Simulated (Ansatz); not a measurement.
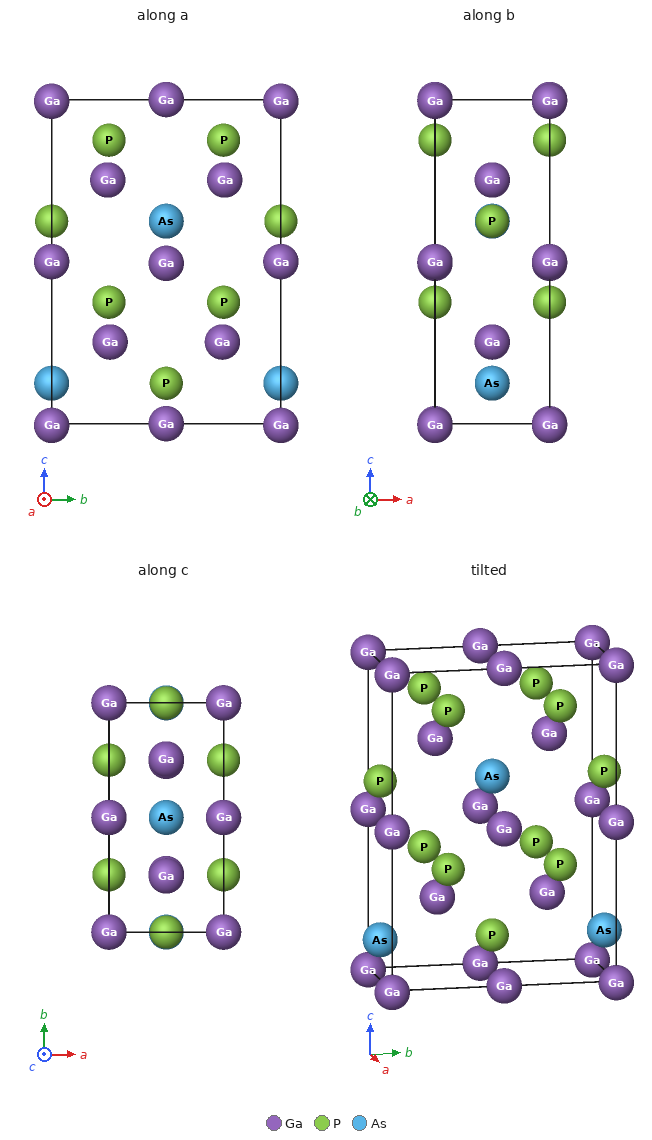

View along the a axis, along the b axis, along the c axis and slightly off an axis, drawn as a spheres-only model. The wireframe shows the conventional unit cell.

Lattice parameters: a = 3.9343 Å, b = 7.8699 Å, c = 11.1284 Å, α = 90.000°, β = 90.000°, γ = 90.000°.

Q: Reconstruct the structure as a CIF with its space group and independent sites, with free fractional coordinates to two decimals.

A:
```cif
data_structure
_symmetry_space_group_name_H-M 'A m m 2'
_symmetry_Int_Tables_number 38
_cell_length_a 3.9343
_cell_length_b 7.8699
_cell_length_c 11.1284
_cell_angle_alpha 90.000
_cell_angle_beta 90.000
_cell_angle_gamma 90.000
_cell_volume 344.56
loop_
_atom_site_label
_atom_site_type_symbol
_atom_site_symmetry_multiplicity
_atom_site_Wyckoff_symbol
_atom_site_fract_x
_atom_site_fract_y
_atom_site_fract_z
_atom_site_occupancy
Ga1 Ga 2 a 0.00 0.50 0.50 1
Ga2 Ga 4 e 0.50 0.26 0.25 1
Ga3 Ga 2 a 0.00 0.50 0.00 1
P1 P 4 d 0.00 0.75 0.8750 1
P2 P 2 b 0.50 0.50 0.1250 1
As1 As 2 b 0.50 0.50 0.63 1
```

The structure was taken from a structure type filled with these elements by a generator (whether the compound takes this form wasn't checked). The picture shows the end point of a geometry optimisation with DFT PBE, scalar-relativistic, plane waves, PAW in Ansatz 0.2.0.
